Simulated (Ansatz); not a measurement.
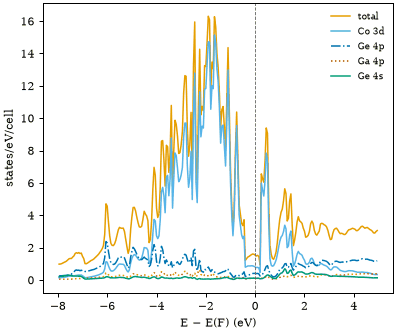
Figure: Total and projected density of states of GaCo₄Ge₃ in space group R3 (No. 146; Ga on 3a, Co on 3a, Co on 9b, Ge on 9b), r²SCAN in the plane-wave PAW code Ansatz

Q: Which orbitals carry the states next to the Fermi level?

A: Within 0.5 eV of the Fermi level: Co 3d 76 %, Ge 4p 12 %. Projections are on Löwdin-orthogonalised atomic valence shells; empty p or d shells of many metals are not among them.

Q: Where is the tallest occupied peak in this window, and what makes it?

A: Near -1.9 eV, about 16 states/eV per cell; the largest projected share is Co 3d.

The workflow started from a Materials Project entry (that database holds measured and hypothetical structures alike); the Crystallography Open Database copy checked does not list it. With Ga and Ge taken as one species the cell has the higher symmetry P2_13, so it may be an ordered model of a mixed-site phase. Whether it is the stable phase at ambient conditions was not checked. Symmetry was held in the r²SCAN relaxation; its stability against distortions is not shown here. The final state is ferromagnetic, the only order run, not a proven ground state. Other orbital occupations within this spin state were not tried. Spin–orbit coupling is left out wherever it is not named.

Potentials: the later of the program's two PAW sets.
